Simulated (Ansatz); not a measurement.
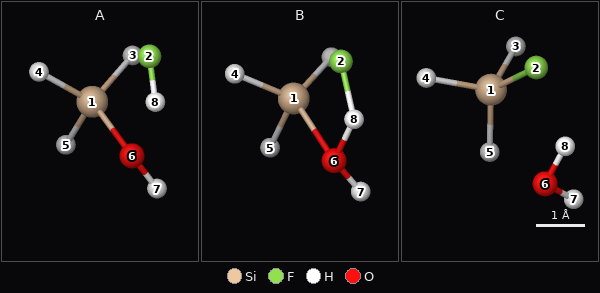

3 geometries from a converged minimum-energy path of SiH5OF, shuffled. The picture is a ball-and-stick view, seen from a free direction.

These are results of Ansatz 0.2.0, RKS B3LYP-D4/def2-SVP, not measurements. Set-up: 9 movable images; climbing image; force threshold 0.05 eV/Å; iteration limit 60; starting path through a guess of the saddle point.

Question: Which frame is the top of the path?

Answer: B. In order along the path, whose images run from 0 to 10: C (image 3, +41.3 kJ/mol), B (image 5, +112.4 kJ/mol), A (image 7, +58.6 kJ/mol). Breaking: O6–H8 (0.97 → 1.11 at the top → 1.69 Å), Si1–F2 (1.64 → 1.96 at the top → 3.13 Å). Forming: F2–H8 (2.09 → 1.26 at the top → 0.94 Å), Si1–O6 (2.96 → 1.87 at the top → 1.70 Å).

The run took 3.5 min on 1 thread of Arm Neoverse V2, on a shared host, peak memory 0.13 GiB.
